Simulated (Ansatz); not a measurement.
**BH8NSi: density, localisation and related maps**

The calculation's input:

```
crystal:
  periodic: [false, false, false]
  atoms:
    - {symbol: B, position_ang: [-0.705855, -0.395656, -0.263874]}
    - {symbol: Si, position_ang: [1.382363, -0.456302, 0.412376]}
    - {symbol: H, position_ang: [-1.172143, -1.069142, 0.614705]}
    - {symbol: H, position_ang: [-0.533460, -0.903441, -1.338750]}
    - {symbol: H, position_ang: [0.008789, 0.728004, 0.066353]}
    - {symbol: N, position_ang: [-1.247413, 1.077339, -0.315357]}
    - {symbol: H, position_ang: [2.423338, 0.148966, -0.467492]}
    - {symbol: H, position_ang: [1.680657, -0.044655, 1.814456]}
    - {symbol: H, position_ang: [1.482451, -1.934688, 0.319538]}
    - {symbol: H, position_ang: [-1.397116, 1.493156, -1.218348]}
    - {symbol: H, position_ang: [-1.921611, 1.356519, 0.376291]}
basis:
  gaussian: {orbitals: def2-TZVPP}
hamiltonian: {xc: pbe0, dispersion: d4}
output: {orbitals: {seedname: orbitals}}
```

Launched as:

```sh
ansatz run in.yaml --threads 2 --pin off --events-out ev --progress --plain --max-ram 4352MiB
```

A transition-state structure; geometry: PBE0-D4/def2-TZVP.

Level of theory: RKS PBE0-D4/def2-TZVPP (Ansatz 0.2.0).

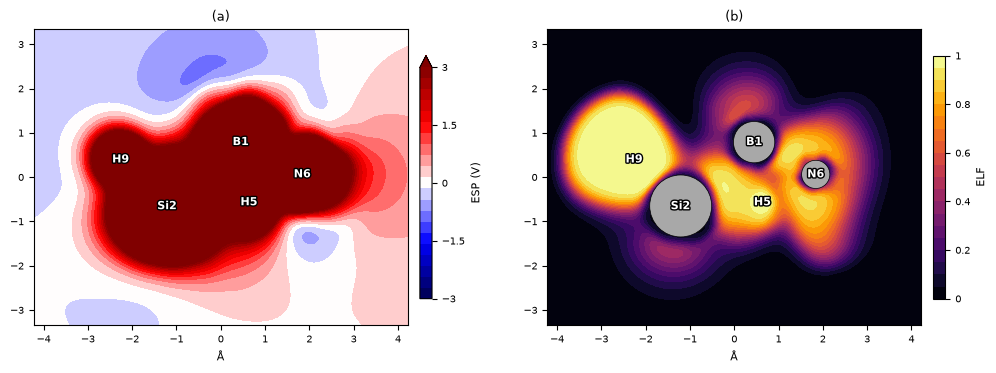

Figure 1. (a) electrostatic potential; (b) ELF on the plane of atoms B1, Si2 and H9. Grey discs cover the atomic cores in the ELF map.

Q: Interpret the plot.

A:
- Atoms in the plane: B, Si, H and N.
- B–N (1.57 Å): the ELF peaks at about 0.90 between the atoms (a shared but strongly polarised pair).
- Si–B (2.20 Å): the ELF peaks at about 0.90 between the atoms: localised, covalent bonding.
- Si–H (1.48 Å): the ELF climbs to about 1 towards the hydrogen, as it does in any bond to H.
- The ELF also peaks beside N6, away from the bonds: lone-pair regions.
- Outside the dense part of the molecule the potential is most negative (−0.8 V) near H3, which lies off the plane.

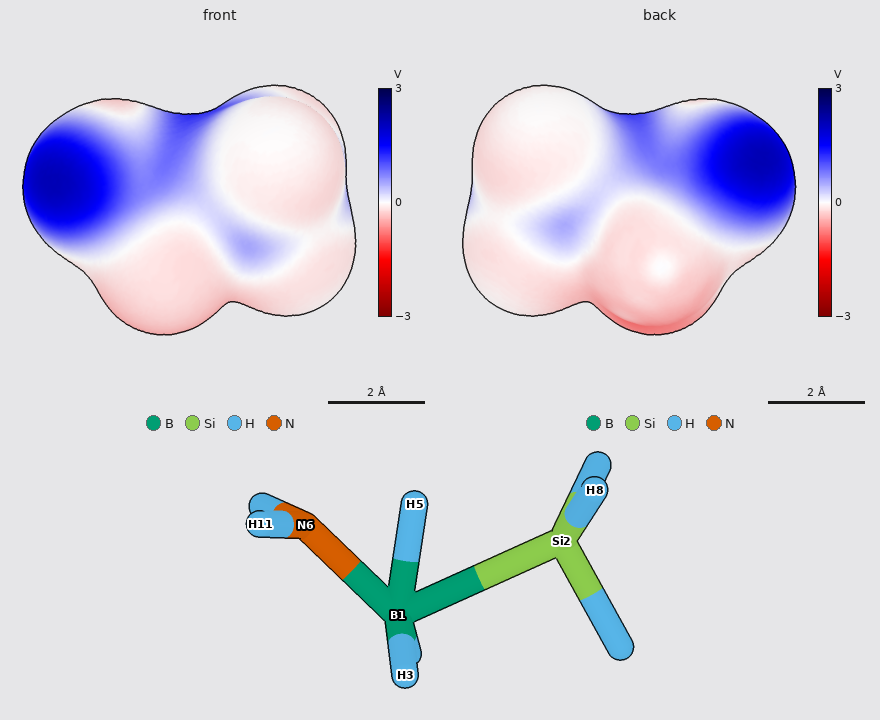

Figure 2. The electrostatic potential painted on the density surface at 0.002 e/bohr³, seen from the front and from behind; the colour scale runs from red (negative) to blue (positive). The bare structure is drawn below in the same view.

Q: Which sites attract a positive test charge, and which a negative one?

A: A positive charge is drawn to the negative regions and a negative charge to the positive ones. The most negative region (about −0.8 V, or −18 kcal/mol for a unit charge) lies over H4, the most positive (about +2.1 V, or +48 kcal/mol for a unit charge) over H10 and H11.

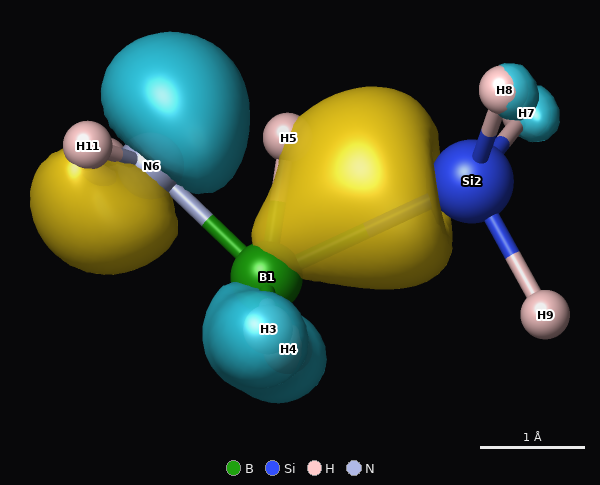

Figure 3. One frontier orbital at ±0.15 Å⁻³ᐟ² (yellow and cyan are the two phases), seen across its widest extent.

Q: Which orbital is it: HOMO or LUMO?

A: The HOMO, at −6.67 eV. It lies mainly on N6 (about 35 %), Si2 (about 20 %), B1 (about 15 %) and H5 (about 5 %).
